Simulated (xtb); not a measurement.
CH₈GeOSi: geometry relaxation (part 3 of 3)

CH₈GeOSi; GFN2-xTB (xtb 6.7.1 later snapshot).  The settings are looser than a standard set-up, so the numbers are not reference values.

Geometry of the input (Å):
```
O  -0.9462  1.5667  -1.0553
Si -0.4617  1.3369  0.4103
C  0.6914  -0.1415  0.6538
Ge 0.1405  -1.7190  -0.4453
H  -0.1703  2.0353  -1.6862
H  0.1038  2.4010  1.0328
H  -1.7415  1.0327  1.0664
H  1.7268  0.2194  0.3053
H  0.6741  -0.3316  1.6764
H  0.4210  -1.4584  -1.9032
H  0.9910  -3.0225  -0.0575
H  -1.3218  -2.0727  -0.0895
```

What the program printed, continued:
```
 SCC (total)                   0 d,  0 h,  0 min,  0.003 sec
 SCC setup                      ...        0 min,  0.000 sec (  1.427%)
 Dispersion                     ...        0 min,  0.000 sec (  0.858%)
 classical contributions        ...        0 min,  0.000 sec (  0.267%)
 integral evaluation            ...        0 min,  0.001 sec ( 23.476%)
 iterations                     ...        0 min,  0.001 sec ( 25.932%)
 molecular gradient             ...        0 min,  0.001 sec ( 46.120%)
 printout                       ...        0 min,  0.000 sec (  1.563%)

         :::::::::::::::::::::::::::::::::::::::::::::::::::::
         ::                     SUMMARY                     ::
         :::::::::::::::::::::::::::::::::::::::::::::::::::::
         :: total energy             -13.971602229921 Eh    ::
         :: gradient norm              0.003947484221 Eh/a0 ::
         :: HOMO-LUMO gap              6.133663054347 eV    ::
         ::.................................................::
         :: SCC energy               -14.093862010313 Eh    ::
         :: -> isotropic ES            0.036298467715 Eh    ::
         :: -> anisotropic ES          0.003827777804 Eh    ::
         :: -> anisotropic XC          0.002825730185 Eh    ::
         :: -> dispersion             -0.007268667403 Eh    ::
         :: repulsion energy           0.122259780393 Eh    ::
         :: add. restraining           0.000000000000 Eh    ::
         :: total charge               0.000000000000 e     ::
         :::::::::::::::::::::::::::::::::::::::::::::::::::::

           -------------------------------------------------
          |                Property Printout                |
           -------------------------------------------------

    * Orbital Energies and Occupations

         #    Occupation            Energy/Eh            Energy/eV
      -------------------------------------------------------------
         1        2.0000           -0.7635500             -20.7773
         2        2.0000           -0.6568765             -17.8745
         3        2.0000           -0.6138054             -16.7025
         4        2.0000           -0.5648429             -15.3702
         5        2.0000           -0.5392063             -14.6725
         6        2.0000           -0.4854719             -13.2104
         7        2.0000           -0.4837520             -13.1636
         8        2.0000           -0.4692613             -12.7693
         9        2.0000           -0.4352221             -11.8430
        10        2.0000           -0.4273783             -11.6296
        11        2.0000           -0.4260389             -11.5931
        12        2.0000           -0.4161856             -11.3250
        13        2.0000           -0.3950734             -10.7505 (HOMO)
        14                         -0.1696654              -4.6168 (LUMO)
        15                         -0.1570007              -4.2722
        16                         -0.1371661              -3.7325
        17                         -0.0961172              -2.6155
        18                         -0.0876484              -2.3850
        19                         -0.0760637              -2.0698
        20                         -0.0115345              -0.3139
        21                          0.0079774               0.2171
        22                          0.0375233               1.0211
        23                          0.0497550               1.3539
        24                          0.0696884               1.8963
       ...                                ...                  ...
        34                          1.3125875              35.7173
      -------------------------------------------------------------
                  HL-Gap            0.2254080 Eh            6.1337 eV
             Fermi-level           -0.2823694 Eh           -7.6837 eV

     #   Z          covCN         q      C6AA      α(0)
     1   8          1.576    -0.472    22.342     6.378
     2  14          3.565     0.517    98.262    19.074
     3   6          3.612    -0.198    24.999     7.218
     4  32          3.783     0.097   169.755    23.385
     5   1          0.809     0.304     0.708     1.321
     6   1          0.918    -0.100     5.556     3.687
     7   1          0.920    -0.076     4.799     3.426
     8   1          0.925     0.025     2.665     2.553
     9   1          0.925     0.022     2.708     2.573
    10   1          0.938    -0.043     3.925     3.098
    11   1          0.937    -0.040     3.862     3.072
    12   1          0.939    -0.036     3.764     3.033

 Mol. C6AA /au·bohr⁶  :       2197.046456
 Mol. C8AA /au·bohr⁸  :      93369.350419
 Mol. α(0) /au        :         78.818987

Wiberg/Mayer (AO) data.
largest (>0.10) Wiberg bond orders for each atom

 ---------------------------------------------------------------------------
     #   Z sym  total        # sym  WBO       # sym  WBO       # sym  WBO
 ---------------------------------------------------------------------------
     1   8      2.187 --     2      1.201     5      0.886
     2  14      3.858 --     1      1.201     7      0.889     6      0.880
                             3      0.855
     3   6      3.972 --     9      0.971     8      0.966     4      0.945
                             2      0.855
     4  32      3.607 --     3      0.945    12      0.868    10      0.868
                            11      0.858
     5   1      0.907 --     1      0.886
     6   1      0.989 --     2      0.880
     7   1      0.994 --     2      0.889
     8   1      0.999 --     3      0.966
     9   1      1.000 --     3      0.971
    10   1      0.998 --     4      0.868
    11   1      0.997 --     4      0.858
    12   1      0.999 --     4      0.868
 ---------------------------------------------------------------------------

Topologies differ in total number of bonds
Writing topology from bond orders to xtbtopo.mol

molecular dipole:
                 x           y           z       tot (Debye)
 q only:        0.274       0.450       0.016
   full:        0.559       0.421      -0.002       1.778
molecular quadrupole (traceless):
                xx          xy          yy          xz          yz          zz
 q only:       -1.533       1.921      -0.649      -2.027      -1.021       2.182
  q+dip:       -0.006       3.727      -2.935      -2.220      -2.762       2.941
   full:       -0.845       2.933      -2.317      -2.495      -2.898       3.162

           -------------------------------------------------
          |                Geometry Summary                 |
           -------------------------------------------------

      molecular mass/u    :      136.7867157
   center of mass at/Å    :       -0.0558629      -0.4462743      -0.1882484
  moments of inertia/u·Å² :        0.6609882E+02   0.3271597E+03   0.3674420E+03
rotational constants/cm⁻¹ :        0.2550368E+00   0.5152723E-01   0.4587834E-01

 * 11 selected distances

     #   Z          #   Z                                           value/Å
     1   8          2  14                                         1.6217432
     2  14          3   6                                         1.9028601
     3   6          4  32                                         1.9620118 (max)
     1   8          5   1                                         0.9556968 (min)
     2  14          6   1                                         1.4653069
     2  14          7   1                                         1.4555225
     3   6          8   1                                         1.0907477
     3   6          9   1                                         1.0878126
     4  32         10   1                                         1.5004815
     4  32         11   1                                         1.5026150
     4  32         12   1                                         1.4948726

 * 7 distinct bonds (by element types)

   Z      Z             #   av. dist./Å        max./Å        min./Å
   1 H    6 C           2     1.0892801     1.0907477     1.0878126
   1 H    8 O           1     0.9556968     0.9556968     0.9556968
   1 H   14 Si          2     1.4604147     1.4653069     1.4555225
   6 C   14 Si          1     1.9028601     1.9028601     1.9028601
   8 O   14 Si          1     1.6217432     1.6217432     1.6217432
   1 H   32 Ge          3     1.4993230     1.5026150     1.4948726
   6 C   32 Ge          1     1.9620118     1.9620118     1.9620118

optimized geometry written to: xtbopt.xyz

           -------------------------------------------------
          | TOTAL ENERGY              -13.971602229921 Eh   |
          | GRADIENT NORM               0.003947484221 Eh/α |
          | HOMO-LUMO GAP               6.133663054347 eV   |
           -------------------------------------------------

------------------------------------------------------------------------
------------------------------------------------------------------------
 total:
 *  cpu-time:     0 d,  0 h,  0 min,  0.065 sec
 * ratio c/w:     1.000 speedup
 SCF:
 *  cpu-time:     0 d,  0 h,  0 min,  0.006 sec
 * ratio c/w:     1.000 speedup
 ANC optimizer:
 *  cpu-time:     0 d,  0 h,  0 min,  0.051 sec
 * ratio c/w:     1.000 speedup
```

File xtbopt.xyz:
```
12
 energy: -13.971602229921 gnorm: 0.003947484221 xtb: 6.7.1
O           -0.84052078344432        1.62492833647244       -1.09071870676766
Si          -0.49924241232660        1.34142293245719        0.46915442294383
C            0.69084771301368       -0.12995063787221        0.66820515670504
Ge           0.15035678288612       -1.67750191579748       -0.40996197794457
H           -0.15771633153478        1.75090949199360       -1.74742496312524
H            0.13024447050636        2.51663103130038        1.07723017539485
H           -1.82221647750960        1.05026377417004        1.00161215995793
H            1.70500258275864        0.15619362247603        0.38652851569760
H            0.73202839723963       -0.42368958034201        1.71479845163611
H            0.22370900814829       -1.38646485381312       -1.88011882538811
H            1.04249310371308       -2.86235037632559       -0.16896721896266
H           -1.24798605345052       -2.11422182471910       -0.11237719014718
```

Standard error:
```
normal termination of xtb
```

Trajectory as extended XYZ (Å, eV, eV/Å), 10 frames, from step=0 to step=9:
```
12
Properties=species:S:1:pos:R:3 step=0 energy=-379.28076
O    -0.9462    1.5667   -1.0553
Si   -0.4617    1.3369    0.4103
C     0.6914   -0.1415    0.6538
Ge    0.1405   -1.7190   -0.4453
H    -0.1703    2.0353   -1.6862
H     0.1038    2.4010    1.0328
H    -1.7415    1.0327    1.0664
H     1.7268    0.2194    0.3053
H     0.6741   -0.3316    1.6764
H     0.4210   -1.4584   -1.9032
H     0.9910   -3.0225   -0.0575
H    -1.3218   -2.0727   -0.0895
12
Properties=species:S:1:pos:R:3 step=1 energy=-380.00558
O    -0.9237    1.5915   -1.0959
Si   -0.4936    1.3343    0.4144
C     0.6996   -0.1255    0.6324
Ge    0.1671   -1.7162   -0.3997
H    -0.2050    2.0055   -1.6767
H     0.1304    2.4536    1.0580
H    -1.7733    1.0268    1.0561
H     1.7253    0.1731    0.3262
H     0.7131   -0.3644    1.6779
H     0.3813   -1.4750   -1.8762
H     0.9755   -2.9881   -0.0704
H    -1.2898   -2.0695   -0.1383
12
Properties=species:S:1:pos:R:3 step=2 energy=-380.12848
O    -0.8774    1.6060   -1.1210
Si   -0.5034    1.3191    0.4306
C     0.7055   -0.1396    0.6232
Ge    0.1571   -1.7136   -0.4106
H    -0.2371    1.9783   -1.6647
H     0.1480    2.4742    1.0681
H    -1.7935    1.0213    1.0361
H     1.7038    0.1609    0.3408
H     0.7492   -0.3965    1.6854
H     0.3526   -1.4878   -1.8836
H     0.9700   -2.9088   -0.0443
H    -1.2676   -2.0672   -0.1520
12
Properties=species:S:1:pos:R:3 step=3 energy=-380.17071
O    -0.8864    1.6056   -1.1026
Si   -0.5026    1.3285    0.4455
C     0.7024   -0.1338    0.6332
Ge    0.1606   -1.7062   -0.4038
H    -0.2219    1.9649   -1.6935
H     0.1425    2.4878    1.0696
H    -1.7994    1.0258    1.0376
H     1.7126    0.1496    0.3397
H     0.7509   -0.4029    1.6890
H     0.3301   -1.4935   -1.8804
H     0.9896   -2.9083   -0.0494
H    -1.2716   -2.0713   -0.1769
12
Properties=species:S:1:pos:R:3 step=4 energy=-380.17639
O    -0.8786    1.6093   -1.0984
Si   -0.5008    1.3324    0.4548
C     0.7001   -0.1335    0.6354
Ge    0.1561   -1.7042   -0.4043
H    -0.2187    1.9468   -1.7035
H     0.1405    2.5015    1.0712
H    -1.8042    1.0280    1.0308
H     1.7108    0.1499    0.3411
H     0.7531   -0.4111    1.6894
H     0.3258   -1.4847   -1.8762
H     0.9918   -2.9055   -0.0615
H    -1.2690   -2.0828   -0.1710
12
Properties=species:S:1:pos:R:3 step=5 energy=-380.18068
O    -0.8651    1.6130   -1.0910
Si   -0.4974    1.3349    0.4690
C     0.6964   -0.1361    0.6452
Ge    0.1550   -1.7003   -0.4089
H    -0.2093    1.9047   -1.7213
H     0.1364    2.5180    1.0733
H    -1.8118    1.0334    1.0194
H     1.7062    0.1490    0.3469
H     0.7552   -0.4223    1.6957
H     0.3004   -1.4635   -1.8797
H     1.0057   -2.8944   -0.0756
H    -1.2647   -2.0902   -0.1649
12
Properties=species:S:1:pos:R:3 step=6 energy=-380.18221
O    -0.8592    1.6147   -1.0889
Si   -0.4964    1.3352    0.4724
C     0.6974   -0.1344    0.6517
Ge    0.1489   -1.6930   -0.4073
H    -0.2008    1.8747   -1.7305
H     0.1333    2.5211    1.0732
H    -1.8146    1.0371    1.0137
H     1.7078    0.1527    0.3551
H     0.7548   -0.4247    1.6998
H     0.2916   -1.4505   -1.8772
H     1.0105   -2.8870   -0.0994
H    -1.2663   -2.0998   -0.1546
12
Properties=species:S:1:pos:R:3 step=7 energy=-380.18401
O    -0.8536    1.6187   -1.0881
Si   -0.4970    1.3367    0.4731
C     0.6953   -0.1331    0.6579
Ge    0.1509   -1.6895   -0.4073
H    -0.1887    1.8357   -1.7390
H     0.1305    2.5210    1.0733
H    -1.8178    1.0420    1.0082
H     1.7069    0.1535    0.3643
H     0.7493   -0.4268    1.7038
H     0.2732   -1.4254   -1.8774
H     1.0183   -2.8841   -0.1222
H    -1.2603   -2.1024   -0.1388
12
Properties=species:S:1:pos:R:3 step=8 energy=-380.18581
O    -0.8460    1.6210   -1.0900
Si   -0.4978    1.3369    0.4700
C     0.6945   -0.1322    0.6652
Ge    0.1492   -1.6826   -0.4080
H    -0.1714    1.7874   -1.7443
H     0.1291    2.5160    1.0741
H    -1.8200    1.0454    1.0029
H     1.7071    0.1557    0.3784
H     0.7411   -0.4255    1.7108
H     0.2436   -1.4003   -1.8790
H     1.0340   -2.8705   -0.1486
H    -1.2564   -2.1052   -0.1235
12
Properties=species:S:1:pos:R:3 step=9 energy=-380.18667
O    -0.8405    1.6249   -1.0907
Si   -0.4992    1.3414    0.4692
C     0.6908   -0.1300    0.6682
Ge    0.1504   -1.6775   -0.4100
H    -0.1577    1.7509   -1.7474
H     0.1302    2.5166    1.0772
H    -1.8222    1.0503    1.0016
H     1.7050    0.1562    0.3865
H     0.7320   -0.4237    1.7148
H     0.2237   -1.3865   -1.8801
H     1.0425   -2.8624   -0.1690
H    -1.2480   -2.1142   -0.1124
```

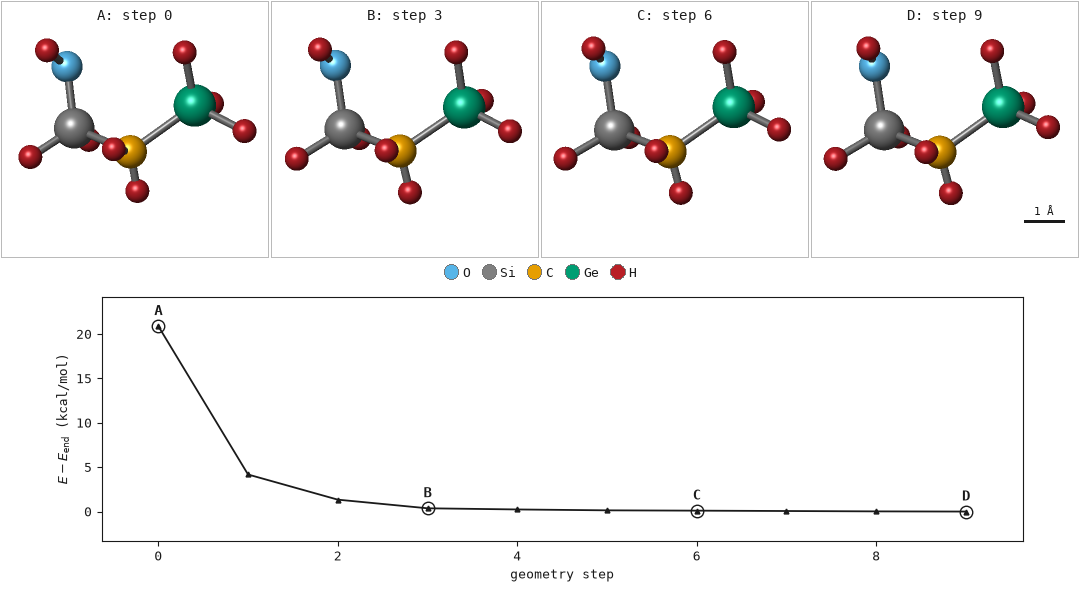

**Figure 1.** Frames of the relaxation (ball-and-stick view, seen at a tilt) above the curves, on which the letters mark them (steps are counted from 0).

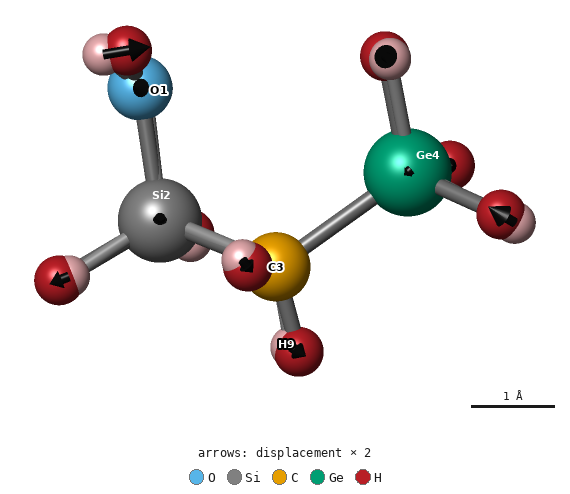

**Figure 2.** Start (faint) and end (solid) with the displacements as black arrows, magnified 2 times (ball-and-stick view, seen at a tilt). The two geometries are laid on each other by the best rigid fit. After 9 geometry steps the energy has fallen by 20.9 kcal/mol. H5 moves most after the best rigid fit: 0.29 Å. Largest moves by element: H 0.29 Å, O 0.13 Å, Si 0.07 Å, Ge 0.06 Å, C 0.02 Å. Distances before and after: O1–H5 1.104 → 0.956 Å, Si2–H6 1.356 → 1.465 Å, Ge4–H11 1.604 → 1.503 Å, O1–Si2 1.561 → 1.622 Å. Among the angles that change: Si2–O1–H5 112.4° → 122.3°, H10–Ge4–H12 116.0° → 107.3°, O1–Si2–H6 116.4° → 110.4°. (Atoms are counted from 1 in the order of the input.)

Key numbers:

```csv
quantity,value
outcome,converged
electrons treated,26
total energy,−13.971602 hartree
dispersion energy,−0.007269 hartree
basis functions,36
HOMO,−10.75 eV
LUMO,−4.62 eV
dipole moment,1.78 D
peak memory,0.073 GiB
```

Remarks:

Settings chosen away from the usual ones: method = gfn2-xtb; task = optimise; opt_level = loose; x = {}; partner = base. These settings are looser than, or depart from, a standard set-up, so the numbers are not reference values for this system.
